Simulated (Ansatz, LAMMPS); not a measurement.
# Site preference of a vacancy of Ga in 69In2O3-31Ga2O3 (mol %) with crystalline order left by the classical run (80 atoms), part 3 of 4

At which site of 69In2O3-31Ga2O3 (mol %) with crystalline order left by the classical run (80 atoms) does a vacancy of Ga cost least, and what about the site decides it?

Ansatz 0.2.0; Kohn-Sham DFT, PBEsol, PAW (set soft_2), plane waves.

The cell: 22 In, 10 Ga and 48 O. The quench rate of 20 K/ps is orders of magnitude faster than experiment. The network of bonds at the start is that of the classical potential that made the cell. The Brillouin zone is sampled at Γ only, in a cell whose shortest periodic width is 10 Å.

So far. Step 3 (Relaxation): The relaxation converged after 14 steps, 3.95 eV below its start, with a largest force component of 0.029 eV/Å. Step 5 (Vacancy of Ga, site Ga30): The relaxation converged after 11 steps, 1.77 eV below its start, with a largest force component of 0.031 eV/Å.

**6. Vacancy of Ga, site Ga24**

The site has 6 bonded neighbours (O6) at 2.05 Å on average. 

input.yaml reads:

```yaml
crystal:
  lattice:
    - [10.10958, 0.0, 0.0]
    - [0.0, 10.10958, 0.0]
    - [0.0, 0.0, 10.10958]
  atoms:
    [... atom lines 1 to 20 left out ...]
    - { symbol: In, position: [0.48084, 0.67698, 0.85972] }
    - { symbol: In, position: [0.79498, 0.20075, 0.7069] }
    - { symbol: Ga, position: [0.02118, 0.41467, 0.15572] }
    - { symbol: Ga, position: [0.54801, 0.27873, 0.85691] }
    - { symbol: Ga, position: [0.09619, 0.24339, 0.89103] }
    - { symbol: Ga, position: [0.12542, 0.25632, 0.53503] }
    - { symbol: Ga, position: [0.46888, 0.15428, 0.55536] }
    [... atom lines 28 to 79 left out ...]
kpoints:
  mp_grid: { grid: [1, 1, 1] }
hamiltonian:
  xc: pbesol
scf:
  occupations: { method: gaussian, width: 0.025 }
output:
  forces: true
  eigenvalues: true
relax:
  f_tol: 0.05
  max_steps: 90
```

Launch:

```sh
$ ansatz run input.yaml --threads 4 --pin off --max-ram 8192MiB --backend cpu --events-out ev --progress --plain --runs-dir out
```

Numbers of over 12 decimals in the logs are rounded to 6 here.

The log of the run:

```text
[...]
Crystal: 79 atoms, lattice volume = 1033.236 Å³
Basis set: ecut = 420 eV, 20197 PW (Γ), exchange–correlation on 144×144×144 points (8 copies of the dense FFT grid, shifted against one another)
Bands: 425, of which v1, the nominal top of the filled ones, is band 346 counted from 1 (345 counted from 0)
Symmetry: 1 space group operations
[...]
k-points: 1
[...]
SCF iter   1: F=—  HF=-182164.332599 eV  |F-HF|=—  |Δ(HF+E_count)|=         —  Δρ=2.53e-2  dr2=8.90e0  ethr=1.77e-3  ⟨swp⟩=6.0  Hψ=1576  notcnv=0
[...]
SCF iter  23: F=—  HF=-182163.055098 eV  |F-HF|=—  |Δ(HF+E_count)|=   1.32e-5  Δρ=1.24e-4  dr2=2.01e-4  ethr=6.27e-8  ⟨swp⟩=1.0  Hψ=354  notcnv=0  defer=71
SCF iter  24: F=-182163.055056 eV  HF=-182163.055092 eV  |F-HF|=3.63e-5  |Δ(HF+E_count)|=   5.72e-6  Δρ=6.08e-5  dr2=4.42e-5  ethr=9.04e-9  ⟨swp⟩=9.0  Hψ=1826  notcnv=0
SCF 1 converged in 24 iterations: F = -182163.055056 eV  dr2 = 4.42e-5
[...]
relax step   1: F+E_penalty+E_count = -182163.05505554 eV  Δ(F+E_penalty+E_count) = +0.000e0 eV  max|allowed force component| = 1.381e0 eV/Å  Δτ_max = 0.0000 Å  (24 SCF iters, dr2 threshold 6.25e-5 eV, accepted)
[...]
relax step   2: F+E_penalty+E_count = -182164.25191330 eV  Δ(F+E_penalty+E_count) = -1.197e0 eV  max|allowed force component| = 7.694e-1 eV/Å  Δτ_max = 0.1949 Å  (16 SCF iters, dr2 threshold 1.00e-4 eV, accepted)
[...]
relax step   3: F+E_penalty+E_count = -182164.98010595 eV  Δ(F+E_penalty+E_count) = -7.282e-1 eV  max|allowed force component| = 4.358e-1 eV/Å  Δτ_max = 0.2000 Å  (18 SCF iters, dr2 threshold 3.70e-5 eV, accepted)
relax step   4: F+E_penalty+E_count = -182165.27295635 eV  Δ(F+E_penalty+E_count) = -2.929e-1 eV  max|allowed force component| = 2.610e-1 eV/Å  Δτ_max = 0.2000 Å  (16 SCF iters, dr2 threshold 5.90e-5 eV, accepted)
relax step   5: F+E_penalty+E_count = -182165.41967128 eV  Δ(F+E_penalty+E_count) = -1.467e-1 eV  max|allowed force component| = 2.512e-1 eV/Å  Δτ_max = 0.2000 Å  (14 SCF iters, dr2 threshold 2.18e-5 eV, accepted)
relax step   6: F+E_penalty+E_count = -182165.48120031 eV  Δ(F+E_penalty+E_count) = -6.153e-2 eV  max|allowed force component| = 2.437e-1 eV/Å  Δτ_max = 0.1956 Å  (14 SCF iters, dr2 threshold 2.26e-5 eV, accepted)
relax step   7: F+E_penalty+E_count = -182165.51356521 eV  Δ(F+E_penalty+E_count) = -3.236e-2 eV  max|allowed force component| = 1.649e-1 eV/Å  Δτ_max = 0.2000 Å  (14 SCF iters, dr2 threshold 5.50e-5 eV, accepted)
relax step   8: F+E_penalty+E_count = -182165.53254486 eV  Δ(F+E_penalty+E_count) = -1.898e-2 eV  max|allowed force component| = 1.853e-1 eV/Å  Δτ_max = 0.0597 Å  (13 SCF iters, dr2 threshold 1.24e-5 eV, accepted)
relax step   9: F+E_penalty+E_count = -182165.53475669 eV  Δ(F+E_penalty+E_count) = -2.212e-3 eV  max|allowed force component| = 1.739e-1 eV/Å  Δτ_max = 0.1921 Å  (15 SCF iters, dr2 threshold 1.57e-5 eV, accepted)
relax step  10: F+E_penalty+E_count = -182165.54641061 eV  Δ(F+E_penalty+E_count) = -1.165e-2 eV  max|allowed force component| = 6.394e-2 eV/Å  Δτ_max = 0.1217 Å  (12 SCF iters, dr2 threshold 2.66e-5 eV, accepted)
relax step  11: F+E_penalty+E_count = -182165.55626371 eV  Δ(F+E_penalty+E_count) = -9.853e-3 eV  max|allowed force component| = 3.306e-2 eV/Å  Δτ_max = 0.0893 Å  (20 SCF iters, accepted)
relax step  12: F+E_penalty+E_count = -182165.55446137 eV  Δ(F+E_penalty+E_count) = +1.802e-3 eV  max|allowed force component| = 1.088e-1 eV/Å  Δτ_max = 0.0595 Å  (19 SCF iters, rejected (line search))
[...]
relax step  13: F+E_penalty+E_count = -182165.55786002 eV  Δ(F+E_penalty+E_count) = -1.596e-3 eV  max|allowed force component| = 2.290e-2 eV/Å  Δτ_max = 0.0165 Å  (18 SCF iters, accepted)
SCF converged after 18 iterations
Free energy (F): -182165.557860 eV
[...]
Internal energy: -182165.519351 eV  (E = F + TS)
E sigma→0 (E₀):  -182165.538606 eV
Entropy (-TS):   -0.038509 eV (-0.487 meV/atom)
Fermi energy:    7.304673 eV
[...]
Σ components = -182165.557860   (vs F -182165.557860, Δ=0.00e0)
--- Forces (eV/Å), atoms counted from 1 ---
  atom   1  In     0.00447556     0.00081945    -0.00568238
  atom   2  In    -0.00084631    -0.00236873     0.00131177
  atom   3  In    -0.00320981    -0.00060182    -0.00912753
  atom   4  In    -0.00188061    -0.00245872    -0.00959966
[...]
atom  79  O      0.00183931    -0.00171250     0.01078258
  max |Σ_I F_I| component: 3.97e-5 eV/Å
--- Band table (eV) ---
[...]
--- Relaxed structure (13 steps of the walk, 12 accepted, 0 SCFs on fresh bases) ---
  F+E_penalty+E_count = -182165.55786002 eV   max|allowed force component| = 2.290e-2 eV/Å
  atoms:
    - { symbol: In, position: [0.805383, 0.210241, 0.044901] }
    - { symbol: In, position: [0.556576, 0.463552, 0.553004] }
    - { symbol: In, position: [0.773662, 0.701484, 0.060926] }
    - { symbol: In, position: [0.598763, 0.381072, 0.208146] }
[...]
- { symbol: O, position: [0.168533, 0.539233, 0.230051] }
```

Run time: 2.1 min. Hardware: 4 threads of Intel Xeon 6975P-C (Granite Rapids), shared host; peak memory 1.7 GiB.

The relaxation converged after 13 steps, 2.50 eV below its start, with a largest force component of 0.023 eV/Å.

The surroundings of the place of the removed atom, after relaxation: 12 atoms, nearest first, with positions taken from that point. Atoms keep their numbers of the cell before the removal, where the removed atom was number 24.

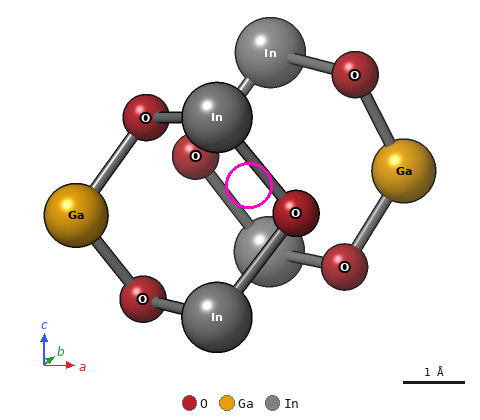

The atoms of the table, within 3.1 Å (arrows a, b, c point along x, y, z); some may hide others. A ring marks the centre wherever it is empty.

| atom | x | y | z | distance (Å) | bonds |
| --- | --- | --- | --- | --- | --- |
| O33 | -1.31 | 1.64 | 0.13 | 2.11 | 3 |
| O61 | -1.51 | -0.94 | 1.24 | 2.17 | 3 |
| O71 | 1.26 | -1.86 | -0.07 | 2.25 | 3 |
| O47 | 1.37 | 1.01 | -1.49 | 2.26 | 3 |
| O50 | 1.53 | 1.08 | 1.73 | 2.55 | 3 |
| O39 | -1.54 | -1.05 | -1.78 | 2.58 | 3 |
| Ga29 | 2.24 | 1.55 | 0.06 | 2.73 | 4 |
| In18 | -0.24 | 2.39 | -1.56 | 2.86 | 6 |
| In1 | 0.06 | -2.44 | 1.59 | 2.91 | 6 |
| In22 | 0.05 | -2.41 | -1.76 | 2.98 | 6 |
| Ga25 | -2.52 | -1.67 | -0.31 | 3.04 | 5 |
| In3 | -0.26 | 2.53 | 1.75 | 3.09 | 6 |

The column of bonds counts only the pairs O-In within 2.68 Å, O-Ga within 2.38 Å; other neighbours, such as metal atoms beside each other in a compound, aren't counted, and periodic images can show an atom twice.

The largest move is 0.69 Å, by Ga29.

**7. Vacancy of Ga, site Ga32**

The site has 5 bonded neighbours (O5) at 1.99 Å on average. 

input.yaml, the sections that differ from step 6:

```yaml
crystal:
  lattice:
    - [10.10958, 0.0, 0.0]
    - [0.0, 10.10958, 0.0]
    - [0.0, 0.0, 10.10958]
  atoms:
    [... atom lines 1 to 28 left out ...]
    - { symbol: Ga, position: [0.04972, 0.64726, 0.93809] }
    - { symbol: Ga, position: [0.266, 0.45204, 0.37456] }
    - { symbol: Ga, position: [0.06126, 0.69413, 0.26029] }
    - { symbol: O, position: [0.68797, 0.6103, 0.89655] }
    - { symbol: O, position: [0.1589, 0.28137, 0.72526] }
    - { symbol: O, position: [0.90661, 0.04326, 0.39409] }
    - { symbol: O, position: [0.65635, 0.11891, 0.55031] }
    [... atom lines 36 to 79 left out ...]
# kpoints, hamiltonian, scf, output, relax: as in step 6
```

The log of the run:

```text
[...]
Crystal: 79 atoms, lattice volume = 1033.236 Å³
Basis set: ecut = 420 eV, 20197 PW (Γ), exchange–correlation on 144×144×144 points (8 copies of the dense FFT grid, shifted against one another)
Bands: 425, of which v1, the nominal top of the filled ones, is band 346 counted from 1 (345 counted from 0)
Symmetry: 1 space group operations
[...]
k-points: 1
[...]
SCF iter   1: F=—  HF=-182164.002658 eV  |F-HF|=—  |Δ(HF+E_count)|=         —  Δρ=2.19e-2  dr2=5.78e0  ethr=1.77e-3  ⟨swp⟩=6.0  Hψ=1570  notcnv=0  defer=6
[...]
SCF iter  23: F=—  HF=-182162.902550 eV  |F-HF|=—  |Δ(HF+E_count)|=   5.42e-6  Δρ=9.07e-5  dr2=7.19e-5  ethr=3.24e-8  ⟨swp⟩=2.0  Hψ=357  notcnv=0  defer=71
SCF iter  24: F=-182162.902505 eV  HF=-182162.902547 eV  |F-HF|=4.20e-5  |Δ(HF+E_count)|=   3.11e-6  Δρ=6.15e-5  dr2=4.80e-5  ethr=9.04e-9  ⟨swp⟩=10.0  Hψ=1632  notcnv=0
SCF 1 converged in 24 iterations: F = -182162.902505 eV  dr2 = 4.80e-5
[...]
relax step   1: F+E_penalty+E_count = -182162.90250463 eV  Δ(F+E_penalty+E_count) = +0.000e0 eV  max|allowed force component| = 1.438e0 eV/Å  Δτ_max = 0.0000 Å  (24 SCF iters, dr2 threshold 6.25e-5 eV, accepted)
[...]
relax step   2: F+E_penalty+E_count = -182163.87620167 eV  Δ(F+E_penalty+E_count) = -9.737e-1 eV  max|allowed force component| = 7.851e-1 eV/Å  Δτ_max = 0.1949 Å  (19 SCF iters, dr2 threshold 1.00e-4 eV, accepted)
[...]
relax step   3: F+E_penalty+E_count = -182164.38812455 eV  Δ(F+E_penalty+E_count) = -5.119e-1 eV  max|allowed force component| = 3.443e-1 eV/Å  Δτ_max = 0.2000 Å  (17 SCF iters, dr2 threshold 3.85e-5 eV, accepted)
relax step   4: F+E_penalty+E_count = -182164.49619902 eV  Δ(F+E_penalty+E_count) = -1.081e-1 eV  max|allowed force component| = 4.692e-1 eV/Å  Δτ_max = 0.2000 Å  (17 SCF iters, dr2 threshold 2.28e-5 eV, accepted)
relax step   5: F+E_penalty+E_count = -182164.48344698 eV  Δ(F+E_penalty+E_count) = +1.275e-2 eV  max|allowed force component| = 5.452e-1 eV/Å  Δτ_max = 0.1764 Å  (16 SCF iters, dr2 threshold 4.23e-5 eV, rejected (line search))
relax step   6: F+E_penalty+E_count = -182164.54991139 eV  Δ(F+E_penalty+E_count) = -5.371e-2 eV  max|allowed force component| = 1.505e-1 eV/Å  Δτ_max = 0.0882 Å  (21 SCF iters, accepted)
relax step   7: F+E_penalty+E_count = -182164.57922823 eV  Δ(F+E_penalty+E_count) = -2.932e-2 eV  max|allowed force component| = 1.737e-1 eV/Å  Δτ_max = 0.1000 Å  (20 SCF iters, accepted)
relax step   8: F+E_penalty+E_count = -182164.61783608 eV  Δ(F+E_penalty+E_count) = -3.861e-2 eV  max|allowed force component| = 1.397e-1 eV/Å  Δτ_max = 0.1462 Å  (17 SCF iters, dr2 threshold 3.10e-6 eV, accepted)
relax step   9: F+E_penalty+E_count = -182164.67240064 eV  Δ(F+E_penalty+E_count) = -5.456e-2 eV  max|allowed force component| = 1.667e-1 eV/Å  Δτ_max = 0.2000 Å  (14 SCF iters, dr2 threshold 1.26e-5 eV, accepted)
relax step  10: F+E_penalty+E_count = -182164.68239596 eV  Δ(F+E_penalty+E_count) = -9.995e-3 eV  max|allowed force component| = 6.368e-1 eV/Å  Δτ_max = 0.1770 Å  (13 SCF iters, dr2 threshold 1.80e-5 eV, accepted)
relax step  11: F+E_penalty+E_count = -182164.70761303 eV  Δ(F+E_penalty+E_count) = -2.522e-2 eV  max|allowed force component| = 2.488e-1 eV/Å  Δτ_max = 0.0527 Å  (11 SCF iters, dr2 threshold 1.00e-4 eV, accepted)
relax step  12: F+E_penalty+E_count = -182164.79780591 eV  Δ(F+E_penalty+E_count) = -9.019e-2 eV  max|allowed force component| = 4.064e-1 eV/Å  Δτ_max = 0.2000 Å  (15 SCF iters, dr2 threshold 9.44e-6 eV, accepted)
relax step  13: F+E_penalty+E_count = -182164.89481482 eV  Δ(F+E_penalty+E_count) = -9.701e-2 eV  max|allowed force component| = 6.371e-1 eV/Å  Δτ_max = 0.1951 Å  (16 SCF iters, dr2 threshold 2.52e-5 eV, accepted)
relax step  14: F+E_penalty+E_count = -182165.04171159 eV  Δ(F+E_penalty+E_count) = -1.469e-1 eV  max|allowed force component| = 6.716e-1 eV/Å  Δτ_max = 0.0993 Å  (12 SCF iters, dr2 threshold 1.00e-4 eV, accepted)
relax step  15: F+E_penalty+E_count = -182165.47838681 eV  Δ(F+E_penalty+E_count) = -4.367e-1 eV  max|allowed force component| = 1.717e0 eV/Å  Δτ_max = 0.2000 Å  (13 SCF iters, dr2 threshold 1.00e-4 eV, accepted)
relax step  16: F+E_penalty+E_count = -182165.71372019 eV  Δ(F+E_penalty+E_count) = -2.353e-1 eV  max|allowed force component| = 9.867e-1 eV/Å  Δτ_max = 0.1935 Å  (12 SCF iters, dr2 threshold 1.00e-4 eV, accepted)
relax step  17: F+E_penalty+E_count = -182165.90649071 eV  Δ(F+E_penalty+E_count) = -1.928e-1 eV  max|allowed force component| = 4.630e-1 eV/Å  Δτ_max = 0.1309 Å  (13 SCF iters, dr2 threshold 1.00e-4 eV, accepted)
relax step  18: F+E_penalty+E_count = -182166.06304778 eV  Δ(F+E_penalty+E_count) = -1.566e-1 eV  max|allowed force component| = 5.174e-1 eV/Å  Δτ_max = 0.2000 Å  (13 SCF iters, dr2 threshold 4.72e-5 eV, accepted)
relax step  19: F+E_penalty+E_count = -182166.15478058 eV  Δ(F+E_penalty+E_count) = -9.173e-2 eV  max|allowed force component| = 4.598e-1 eV/Å  Δτ_max = 0.1957 Å  (12 SCF iters, dr2 threshold 5.90e-5 eV, accepted)
relax step  20: F+E_penalty+E_count = -182166.17285204 eV  Δ(F+E_penalty+E_count) = -1.807e-2 eV  max|allowed force component| = 3.213e-1 eV/Å  Δτ_max = 0.2000 Å  (14 SCF iters, dr2 threshold 1.00e-4 eV, accepted)
relax step  21: F+E_penalty+E_count = -182166.23062571 eV  Δ(F+E_penalty+E_count) = -5.777e-2 eV  max|allowed force component| = 1.062e-1 eV/Å  Δτ_max = 0.1024 Å  (11 SCF iters, dr2 threshold 5.04e-5 eV, accepted)
relax step  22: F+E_penalty+E_count = -182166.23299335 eV  Δ(F+E_penalty+E_count) = -2.368e-3 eV  max|allowed force component| = 9.941e-2 eV/Å  Δτ_max = 0.1158 Å  (19 SCF iters, accepted)
relax step  23: F+E_penalty+E_count = -182166.23696978 eV  Δ(F+E_penalty+E_count) = -3.976e-3 eV  max|allowed force component| = 9.436e-2 eV/Å  Δτ_max = 0.1187 Å  (21 SCF iters, accepted)
relax step  24: F+E_penalty+E_count = -182166.23905592 eV  Δ(F+E_penalty+E_count) = -2.086e-3 eV  max|allowed force component| = 7.221e-2 eV/Å  Δτ_max = 0.0239 Å  (11 SCF iters, dr2 threshold 7.79e-6 eV, accepted)
relax step  25: F+E_penalty+E_count = -182166.24177729 eV  Δ(F+E_penalty+E_count) = -2.721e-3 eV  max|allowed force component| = 3.882e-2 eV/Å  Δτ_max = 0.0120 Å  (9 SCF iters, dr2 threshold 3.05e-6 eV, accepted)
[...]
relax step  26: F+E_penalty+E_count = -182166.24177904 eV  Δ(F+E_penalty+E_count) = -1.751e-6 eV  max|allowed force component| = 3.886e-2 eV/Å  Δτ_max = 0.0000 Å  (7 SCF iters, accepted)
SCF converged after 7 iterations
Free energy (F): -182166.241779 eV
[...]
Internal energy: -182166.222490 eV  (E = F + TS)
E sigma→0 (E₀):  -182166.232134 eV
Entropy (-TS):   -0.019289 eV (-0.244 meV/atom)
Fermi energy:    7.492552 eV
[...]
Σ components = -182166.241779   (vs F -182166.241779, Δ=0.00e0)
--- Forces (eV/Å), atoms counted from 1 ---
  atom   1  In    -0.01117914    -0.00627557    -0.00740189
  atom   2  In     0.00065011     0.00558838    -0.00402674
  atom   3  In    -0.00811822    -0.00434334    -0.00022586
  atom   4  In     0.00052210     0.00452824    -0.01198477
[...]
atom  79  O      0.00194680     0.00813831    -0.00068716
  max |Σ_I F_I| component: 9.01e-5 eV/Å
--- Band table (eV) ---
[...]
--- Relaxed structure (26 steps of the walk, 25 accepted, 0 SCFs on fresh bases) ---
  F+E_penalty+E_count = -182166.24177904 eV   max|allowed force component| = 3.886e-2 eV/Å
  atoms:
    - { symbol: In, position: [0.796319, 0.192395, 0.048647] }
    - { symbol: In, position: [0.569714, 0.469417, 0.567070] }
    - { symbol: In, position: [0.771625, 0.711318, 0.061089] }
    - { symbol: In, position: [0.615553, 0.388431, 0.209092] }
[...]
- { symbol: O, position: [0.140022, 0.545168, 0.200276] }
```

It took 4.3 min on 4 threads; peak memory 1.7 GiB; 16 min of CPU time.

The relaxation converged after 26 steps, 3.34 eV below its start, with a largest force component of 0.039 eV/Å.

[end of part 3 of 4]

[Logs are printed without paths, hosts, clocks, repeated set-up lines and the standing remarks that a program may print on its own settings, such as how far it seeks lower states.]

[Hosts, paths, dates, database ids (printed as entryN), source tags and the programs' standing remarks are cut or masked in the printed files.]
